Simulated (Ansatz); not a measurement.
Thickness series in CaF2

Take CaF2 in the fluorite structure (space group Fm-3m, No. 225; a = 5.439 Å) as the base. Axes: x, y, z lie along the cube axes.

Free-standing slabs (3 atom(s) a layer) normal to [111] with 15 Å of vacuum; in-plane cell held at bulk.

Level of theory: Kohn–Sham DFT with the r2SCAN functional, run in Ansatz (an electronic-structure program) with PAW and 500 eV plane waves, no spin-orbit coupling.

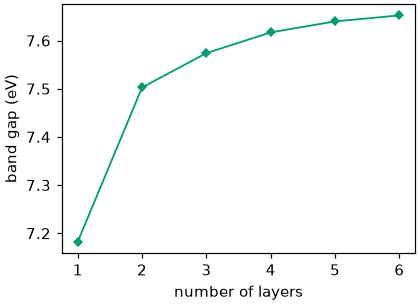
Band gap against number of layers

**Question.** From the plot, what is the band gap for 4 layers?

**Answer.** About 7.62 eV.

**Question.** Is the trend monotonic over the range shown?

**Answer.** Yes, it rises throughout, spanning 7.18 eV to 7.65 eV.

No phonon test of stability was made.
